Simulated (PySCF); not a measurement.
Input

```
mol = gto.M(atom='''
La     0.00001    -0.00000     0.00000
O      1.44189     1.36354     1.42510
H      1.36651     1.53233     2.39981
H      2.25642     1.87128     1.17261
O     -1.44195    -1.42507     1.36350
H     -2.25690    -1.17248     1.87089
H     -1.36597    -2.39997     1.53272
O      1.44189    -1.36354    -1.42510
H      2.25642    -1.87128    -1.17261
H      1.36651    -1.53233    -2.39981
O     -1.44195     1.42507    -1.36350
H     -1.36597     2.39997    -1.53272
H     -2.25690     1.17248    -1.87089''',
    basis={'La': 'def2-SVP', 'O': 'def2-SVP', 'H': 'def2-SVP'},
    ecp={'La': 'def2-SVP'},
    charge=3, spin=0)
mf = dft.RKS(mol, xc='PBE')
mf.grids.atom_grid = (75, 302)  # f atoms: at least (60, 302), unpruned
mf = mf.density_fit()  # La def2-universal-JKFIT, O def2-universal-JKFIT, H def2-universal-JKFIT
mf.conv_tol = 1e-09; mf.max_cycle = 55
mf.kernel(dm0)
```

Launched as:

```sh
OMP_NUM_THREADS=2 python run.py
```

Core potentials replace the inner electrons of La.

All numbers below come from RKS PBE, La def2-SVP with ECP46, O def2-SVP, H def2-SVP; non-relativistic Hamiltonian with scalar-relativistic core potentials where named; density fitting (PySCF).

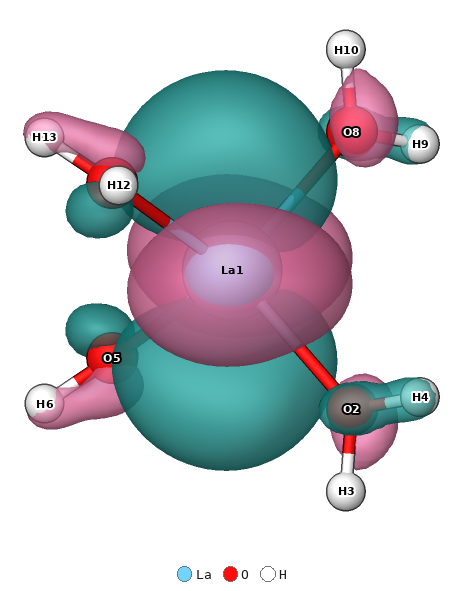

H$_{8}$LaO$_{4}$ (charge +3). The LUMO at ±0.08 Å⁻³ᐟ² (teal and pink are the two phases), seen from one side.

**Describe this orbital and give its energy.**

Its weight (Hirshfeld) is mainly on La1 (about 85 %). Its energy is −15.83 eV.
